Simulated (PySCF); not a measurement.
## C7H9N: one change and its effect

System: C7H9N (Toluidine (Methylaniline)), SMILES Cc1ccccc1N.
Method of run 1: GIAO PBE0/def2-SVP NMR shielding, non-relativistic, gas phase (PySCF 2.14.0).

The geometry comes from this level: PBE0-D3(BJ)/def2-SVP. Text and figures count atoms from 1; the logs count them from 0 in places.

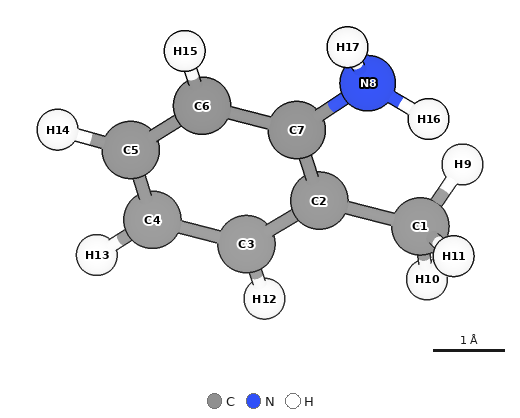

Fig. 1: The structure (ball-and-stick view, seen at a tilt; atoms are numbered from 1 in the order of the input).

## Input file, run 1
```
{"job": {"kind": "nmr", "xc": "PBE0", "basis": "def2-SVP", "pop": true}, "charge": 0, "multiplicity": 1}
C     -2.005923    -1.052245    -0.216814
C     -0.575261    -0.626296    -0.079991
C      0.468595    -1.551368    -0.108464
C      1.801007    -1.166594     0.033595
C      2.097534     0.183124     0.208812
C      1.076620     1.126969     0.235879
C     -0.265386     0.742298     0.093420
N     -1.280651     1.678954     0.173813
H     -2.608084    -0.723234     0.647327
H     -2.090634    -2.144829    -0.291606
H     -2.479559    -0.626410    -1.120391
H      0.222258    -2.608690    -0.243638
H      2.596917    -1.913559     0.008572
H      3.134260     0.509831     0.322602
H      1.314267     2.185990     0.372310
H     -2.141624     1.453330    -0.306735
H     -1.001565     2.642541     0.044495
```

The first line tells a small driver script what to run in PySCF; the rest is the geometry in Å.

Hardware: 1 CPU thread, shared host.

## Output (run 1)
```
coarse grid: 14248 points
cycle   1  E = -326.2090575251  dE =  1.170e+00  |g| = 4.181e-01  |ddm| = 4.833e+00
cycle   2  E = -326.2085066665  dE =  5.509e-04  |g| = 4.354e-01  |ddm| = 1.145e+00
cycle   3  E = -326.2581624923  dE = -4.966e-02  |g| = 6.556e-02  |ddm| = 5.585e-01
cycle   4  E = -326.2588829554  dE = -7.205e-04  |g| = 4.095e-02  |ddm| = 1.167e-01
cycle   5  E = -326.2593593782  dE = -4.764e-04  |g| = 5.133e-03  |ddm| = 5.615e-02
cycle   6  E = -326.2593655487  dE = -6.170e-06  |g| = 2.066e-03  |ddm| = 7.940e-03
final grid: 137800 points
cycle   7  E = -326.3031154783  dE = -3.627e-05  |g| = 8.241e-03  |ddm| = 5.165e-02
cycle   8  E = -326.3031104929  dE =  4.985e-06  |g| = 9.504e-03  |ddm| = 1.977e-02
cycle   9  E = -326.3031325284  dE = -2.204e-05  |g| = 1.421e-03  |ddm| = 1.132e-02
cycle  10  E = -326.3031330976  dE = -5.692e-07  |g| = 2.471e-04  |ddm| = 1.954e-03
cycle  11  E = -326.3031331122  dE = -1.457e-08  |g| = 1.023e-04  |ddm| = 3.470e-04
cycle  12  E = -326.3031331147  dE = -2.486e-09  |g| = 2.109e-05  |ddm| = 1.302e-04
cycle  13  E = -326.3031331148  dE = -9.368e-11  |g| = 8.265e-06  |ddm| = 3.634e-05
converged SCF energy = -326.3031331148

GIAO shielding tensors (ppm)
atom      isotropic    diamagn.    paramagn.     s11        s22        s33       span
  0 C      174.968     246.840     -71.873    163.779    168.925    192.199     28.420
  1 C       76.902     259.503    -182.601     -1.202     50.442    181.465    182.667
  2 C       64.896     251.403    -186.507    -31.915     59.475    167.128    199.043
  3 C       79.147     251.856    -172.709    -16.320     68.614    185.148    201.467
  4 C       68.110     251.697    -183.587    -32.860     53.253    183.937    216.797
  5 C       83.860     251.960    -168.101      3.299     76.141    172.138    168.839
  6 C       52.293     258.407    -206.114    -34.567     28.368    163.078    197.645
  7 N      202.718     310.288    -107.570    176.904    195.215    236.035     59.130
  8 H       29.361      29.589      -0.228     24.942     28.092     35.050     10.108
  9 H       29.343      29.301       0.041     24.222     28.831     34.976     10.754
 10 H       29.541      30.078      -0.537     25.178     28.024     35.423     10.245
 11 H       24.437      32.617      -8.179     20.779     23.837     28.695      7.916
 12 H       24.931      30.434      -5.503     21.611     25.753     27.428      5.817
 13 H       24.479      30.104      -5.625     21.240     24.962     27.234      5.995
 14 H       25.057      33.011      -7.954     21.118     25.133     28.918      7.800
 15 H       28.693      32.315      -3.622     20.695     29.436     35.948     15.253
 16 H       28.697      31.125      -2.428     21.388     27.474     37.229     15.840
```

The input of run 2 differs as follows (lines with − go, lines with + come):
```diff
-"basis": "def2-SVP"
+"basis": "def2-TZVP"
```

How does run 2 compare with run 1?

The total energy of run 2 is 216.9 kcal/mol lower, which measures the change of basis and not a stability. The HOMO goes from −5.69 to −5.79 eV. The LUMO goes from 0.26 to 0.08 eV. The dipole moment goes from 1.97 to 1.82 D. Of all shieldings, the largest change is that of C7, by −16.5 ppm. The SCF takes 14 iterations against 13. The basis functions go from 157 to 302.

## Output (run 2)
```
coarse grid: 14248 points
cycle   1  E = -326.6099493815  dE =  1.226e+00  |g| = 4.726e-01  |ddm| = 3.394e+00
cycle   2  E = -326.5989891584  dE =  1.096e-02  |g| = 5.249e-01  |ddm| = 1.418e+00
cycle   3  E = -326.6694761810  dE = -7.049e-02  |g| = 6.471e-02  |ddm| = 7.441e-01
cycle   4  E = -326.6697634773  dE = -2.873e-04  |g| = 5.483e-02  |ddm| = 1.217e-01
cycle   5  E = -326.6705749578  dE = -8.115e-04  |g| = 6.873e-03  |ddm| = 5.269e-02
cycle   6  E = -326.6705865570  dE = -1.160e-05  |g| = 2.203e-03  |ddm| = 1.107e-02
cycle   7  E = -326.6705875957  dE = -1.039e-06  |g| = 5.404e-04  |ddm| = 1.812e-03
final grid: 137800 points
cycle   8  E = -326.6487148810  dE = -9.095e-05  |g| = 8.574e-03  |ddm| = 1.958e-01
cycle   9  E = -326.6487117140  dE =  3.167e-06  |g| = 9.349e-03  |ddm| = 2.123e-02
cycle  10  E = -326.6487323068  dE = -2.059e-05  |g| = 8.689e-04  |ddm| = 9.743e-03
cycle  11  E = -326.6487324154  dE = -1.087e-07  |g| = 5.507e-04  |ddm| = 1.354e-03
cycle  12  E = -326.6487324947  dE = -7.932e-08  |g| = 1.049e-04  |ddm| = 5.215e-04
cycle  13  E = -326.6487324970  dE = -2.264e-09  |g| = 4.559e-05  |ddm| = 1.476e-04
cycle  14  E = -326.6487324975  dE = -5.000e-10  |g| = 8.236e-06  |ddm| = 4.383e-05
converged SCF energy = -326.6487324975

GIAO shielding tensors (ppm)
atom      isotropic    diamagn.    paramagn.     s11        s22        s33       span
  0 C      167.576     245.206     -77.630    156.564    159.767    186.397     29.833
  1 C       61.705     251.451    -189.747    -22.913     36.879    171.148    194.061
  2 C       51.230     255.213    -203.983    -53.858     50.677    156.873    210.730
  3 C       65.435     254.217    -188.782    -39.186     60.094    175.397    214.583
  4 C       54.031     252.766    -198.735    -56.583     44.153    174.524    231.107
  5 C       70.392     256.826    -186.434    -17.654     66.883    161.947    179.601
  6 C       35.758     255.904    -220.146    -56.966     12.463    151.777    208.743
  7 N      194.368     309.868    -115.500    167.076    183.926    232.103     65.028
  8 H       29.336      29.827      -0.491     25.115     28.138     34.754      9.639
  9 H       29.295      29.737      -0.443     24.439     28.960     34.484     10.045
 10 H       29.518      30.464      -0.946     25.400     28.038     35.117      9.717
 11 H       24.252      31.884      -7.632     20.897     23.103     28.757      7.860
 12 H       24.662      29.781      -5.119     21.494     25.025     27.465      5.971
 13 H       24.241      29.440      -5.199     21.199     24.227     27.296      6.097
 14 H       24.827      32.277      -7.450     21.341     24.169     28.971      7.630
 15 H       28.490      30.846      -2.356     20.875     29.496     35.100     14.225
 16 H       28.446      29.993      -1.547     21.491     27.599     36.247     14.756
```

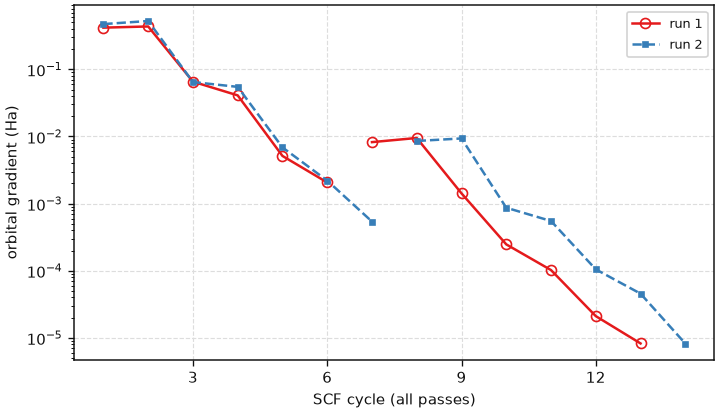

Fig. 2: Convergence of the two runs: orbital gradient against the SCF cycle. A break in a curve parts two SCF passes (coarse and final grid). Run 1 takes 13 cycles in all, and run 2 takes 14.

## The two runs side by side

| quantity | run 1 | run 2 |
| --- | --- | --- |
| outcome | converged | converged |
| total energy (hartree) | −326.303133 | −326.648732 |
| HOMO (eV) | −5.69 | −5.79 |
| LUMO (eV) | 0.26 | 0.08 |
| dipole moment (D) | 1.97 | 1.82 |
| shielding of C2 (ppm) | 76.9 | 61.7 |
| shielding of C3 (ppm) | 64.9 | 51.2 |
| shielding of C4 (ppm) | 79.1 | 65.4 |
| shielding of C5 (ppm) | 68.1 | 54.0 |
| shielding of C6 (ppm) | 83.9 | 70.4 |
| shielding of C7 (ppm) | 52.3 | 35.8 |
| shielding of N8 (ppm) | 202.7 | 194.4 |
| SCF iterations | 13 | 14 |
| basis functions | 157 | 302 |
| wall time (shared host) | 17 s | 56 s |
